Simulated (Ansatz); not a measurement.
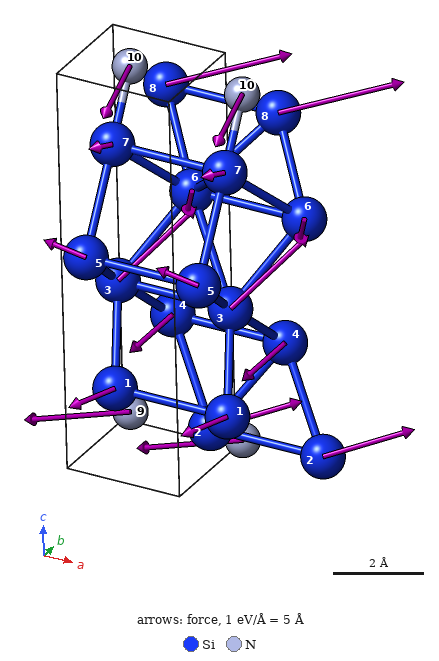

Starting geometry of solid Si4N (a generated structure, set up in P1) (coarse preliminary run) with the computed forces as purple arrows. Style: ball-and-stick. Shown: the cell of the calculation, repeated 2 × 1 × 1 with one cell outlined, from a free direction.

Theory: DFT PBE, scalar-relativistic, plane waves, PAW (Ansatz).

Input file:
```yaml
crystal:
  lattice:
    - [2.7567020479, 0.0, 0.0]
    - [-0.9428001524, 5.3050057484, 0.0]
    - [-1.1881991857, -1.2433294381, 9.0760007986]
  atoms:
    - { symbol: Si, position: [0.3538815072, 0.183772343, 0.2050338179] }
    - { symbol: Si, position: [0.9700706387, 0.6307085438, 0.0923806079] }
    - { symbol: Si, position: [0.2761313656, 0.4369327477, 0.4413283474] }
    - { symbol: Si, position: [0.5627851819, 0.8167728894, 0.3283005811] }
    - { symbol: Si, position: [0.2026286588, 0.0339661846, 0.5447021461] }
    - { symbol: Si, position: [0.8459448769, 0.6595852661, 0.6815594601] }
    - { symbol: Si, position: [0.3149999675, 0.3270449915, 0.8026873752] }
    - { symbol: Si, position: [0.4962774233, 0.9340995099, 0.8917812966] }
    - { symbol: "N", position: [0.0865201681, 0.9592163949, 0.0299631442] }
    - { symbol: "N", position: [0.390760212, 0.5179011291, 0.9822632236] }
basis:
  ecutwfc: 420
kpoints:
  mp_grid: { grid: [6, 4, 2] }
hamiltonian:
  xc: pbe
scf:
  occupations: { method: gaussian, width: 0.1 }
  lower_state_search: "off"
output:
  forces: true
  stress: true
  eigenvalues: true
relax:
  adjacent_minimum: "off"
  f_tol: 0.04
  max_steps: 70
  cell: { stress_tol: 0.4 }
```

Run as
```bash
ansatz run input.yaml --threads 1 --pin off --max-ram 2560MiB --backend cpu --events-out ev --progress --plain --runs-dir out
```

What follows when this structure is relaxed?

It isn't relaxed: the largest force vector, on Si8, is 0.59 eV/Å. The final displacements follow the starting forces only in part (cosine between the two patterns 0.33). The atom that moves furthest relative to the cell is Si4 (1.10 Å roughly along −a). Largest moves by element: Si 1.10 Å, N 0.37 Å. Cell: a 2.757 → 2.707 Å (−1.8 %), b 5.388 → 5.757 Å (+6.8 %), c 9.238 → 9.343 Å (+1.1 %), α 96.3° → 98.3°, β 97.4° → 92.5°, γ 100.1° → 99.7°. Volume +6.8 %. Some distances before and after: Si3–Si4 4.092 → 3.063 Å, Si2–Si4 2.749 → 3.600 Å, Si4–Si5 2.516 → 3.345 Å, Si6–Si7 2.648 → 3.473 Å. Among the angles between lasting bonds that change: Si2–Si4–Si5 118.0° → 158.2°, Si4–Si2–N10 156.1° → 121.5°, Si3–Si6–Si8 121.5° → 152.8°. The space group stays P1 (No. 1). After 11 accepted moves (13 points after the start) the energy has fallen by 94.4 meV per atom. The largest force component goes from 0.53 to 0.027 eV/Å. The pressure goes from 0.90 to 0.20 GPa. The line search rejected the trial step at point 9 of the run. The SCF was repeated once at an unchanged geometry on a basis and grid sized afresh for the cell, which shifted the energy by 2.2 meV per atom at most.

Limits of the set-up: the k-point mesh is coarse for a cell with partly filled bands.
